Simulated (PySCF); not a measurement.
# FCI/STO-6G run of CH2F (SMILES [CH2]F)

Aim: the vertical doublet–quartet gap of CH2F at FCI/STO-6G, from 2 runs. 

The results are computed with PySCF 2.14.0.

9 further runs of the same task are left out: 9 set aside as unsound or not needed.

### 1 The molecule

CH2F: 4 atoms, total charge 0, spin state doublet. As SMILES, `[CH2]F`. The coordinates come from a PBE0-D4/def2-TZVP relaxation.

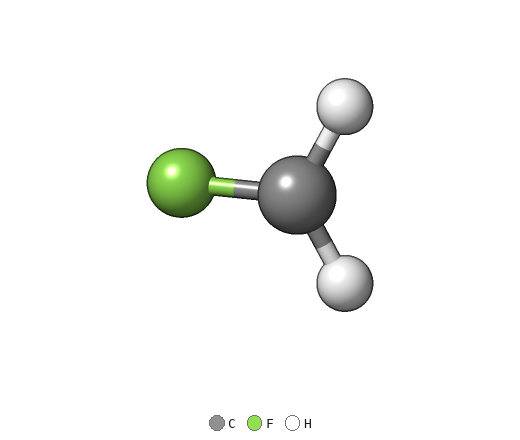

Viewed from a chosen angle; carbon grey, fluorine green, hydrogen white.

### 2 The energy at FCI/STO-6G

Contents of mol.xyz:

```xyz
4
CH2F
C     -0.030100    -0.057600    -0.131100
F      0.950000     0.694000     0.364600
H     -0.946900     0.472300    -0.352500
H      0.027000    -1.108700     0.119000
```

Contents of job.py:

```python
from pyscf import gto, scf, mcscf

molecule = gto.M(
    atom='mol.xyz',
    basis='sto-6g',
    max_memory=1860,
    spin=1,
    verbose=3,
    charge=0,
)

mf = scf.ROHF(molecule)
mf.conv_tol = 1e-10
mf.kernel()
if not mf.converged:
    mf = mf.newton().run(mf.mo_coeff, mf.mo_occ)

cas = mcscf.CASCI(mf, mf.mo_coeff.shape[-1] - 2, (molecule.nelec[0] - 2, molecule.nelec[1] - 2))  # full CI above the frozen core
cas.fix_spin_(ss=0.75)
cas.kernel()
e_tot = cas.e_tot
print('E = %.10f Eh' % e_tot)
```

Started as:

```sh
$ OMP_NUM_THREADS=1 python job.py
```

Standard output:

```text
converged SCF energy = -137.833621761997
CASCI E = -137.916250132169  E(CI) = -49.0940044011034  S^2 = 0.7500000
E = -137.9162501322 Eh
```

Run time: 1.8 s. Hardware: 1 thread of AMD EPYC 7B13 (Zen 3), shared host; peak memory 0.12 GiB.

### 3 The quartet at the same level

Contents of geometry.xyz:

```xyz
4
CH2F
C     -0.030100    -0.057600    -0.131100
F      0.950000     0.694000     0.364600
H     -0.946900     0.472300    -0.352500
H      0.027000    -1.108700     0.119000
```

Contents of job.py:

```python
from pyscf import gto, mcscf

mol = gto.M(
    atom='geometry.xyz',
    max_memory=1860,
    charge=0,
    spin=3,
    basis='sto-6g',
    verbose=3,
)

hf = mol.ROHF()
hf.conv_tol = 1e-10
hf.kernel()
if not hf.converged:
    hf = hf.newton().run(hf.mo_coeff, hf.mo_occ)

cas = mcscf.CASCI(hf, hf.mo_coeff.shape[-1] - 2, (mol.nelec[0] - 2, mol.nelec[1] - 2))  # full CI above the frozen core
cas.fix_spin_(ss=3.75)
cas.kernel()
e_tot = cas.e_tot
print('Final energy', e_tot)
```

Started as:

```sh
$ OMP_NUM_THREADS=1 python job.py
```

Standard output:

```text
converged SCF energy = -137.411997200325
CASCI E = -137.462668626698  E(CI) = -48.6409433843597  S^2 = 3.7500000
Final energy -137.46266862669847
```

Run time: 1.4 s. Hardware: 1 thread of AMD EPYC 7B13 (Zen 3), shared host; peak memory 0.12 GiB.

### 4 What came out

Level: FCI/STO-6G, 2 core orbitals frozen.

| quantity | value |
| --- | --- |
| doublet: total energy | -137.91625 Eh |
| doublet: dipole moment (Hartree–Fock density) | 0.98 D |
| doublet: correlation energy (2 core orbitals frozen) | -82.6 mEh |
| quartet: total energy | -137.46267 Eh |
| quartet: dipole moment (Hartree–Fock density) | 1.35 D |
| quartet: correlation energy (2 core orbitals frozen) | -50.7 mEh |
| vertical energy of the quartet above the doublet | 12.343 eV |

In words: At this shape the quartet lies 12.34 eV (285 kcal/mol) above the doublet. In a minimal basis such a difference can be off by several eV, whatever the method. Mulliken charges (quartet) of the mean-field density run from -0.26 on C1 to +0.24 on F2; they depend strongly on the basis.
